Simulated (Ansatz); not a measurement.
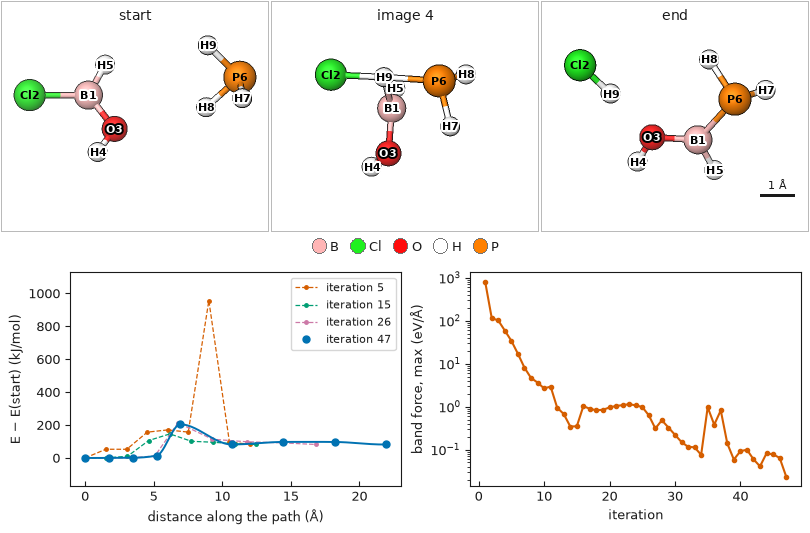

A nudged-elastic-band calculation for BPH5OCl, made up at the start of BH₂OCl and PH3. Images are numbered from 0 (start) to 8 (end). The plot follows the band through its iterations. The picture is a ball-and-stick view, seen at a tilt.

The calculation used RKS revPBE/6-31G* in Ansatz 0.2.0. Set-up: 7 movable images; climbing image; force threshold 0.03 eV/Å; iteration limit 60; starting path through a guess of the saddle point.

Q: Did the band converge, and can the barrier be trusted?

A: The run is converged, with reservations. The band converged in 47 iterations. The largest component of the band force went from 800 to 0.023 eV/Å. The climbing image converged on the top of the path. Its vibrational analysis gives one imaginary mode (726i cm⁻¹), as a transition state must have. The first iteration put the highest image at 21305.4 kJ/mol. The highest point, image 4, lies 204.4 kJ/mol above the start and 122.3 kJ/mol above the end; the end is at +82.1 kJ/mol relative to the start. The profile has 2 maxima (images 4, 6) with a dip at image 5 (+82.1 kJ/mol), so the process runs in steps.

Limits of the set-up: the start holds two separate molecules, 3.0 Å apart at their closest, whose relative position is a soft coordinate and is computed without a dispersion correction.
